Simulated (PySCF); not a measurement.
Vertical excitations of a molecule C4H10BN from TDDFT-PBE/def2-SVPD (PySCF 2.14.0), as energy in eV (oscillator strength): 5.76 (0.001), 6.52 (0.005), 6.59 (0.010), 6.81 (0.066), 6.83 (0.063), 7.03 (0.015), 7.23 (0.041), 7.36 (0.064), 7.55 (0.003), 7.65 (0.004). Lowest triplet (TDA): 5.48 eV. Geometry optimised at PBE0-D3(BJ)/def2-SVP. The values are those of a single conformer.

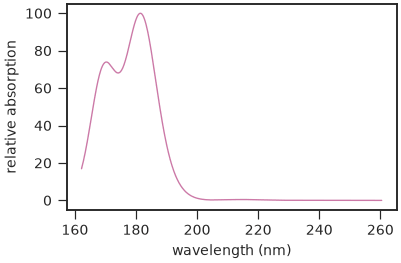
*The lines broadened by 0.4 eV.*

Question: Identify the compound among the candidates.
A) CNB1CCC1
B) C=CBN(C)C
C) CB(N)C1CC1
D) CB1CCCN1

Answer: D, CB1CCCN1
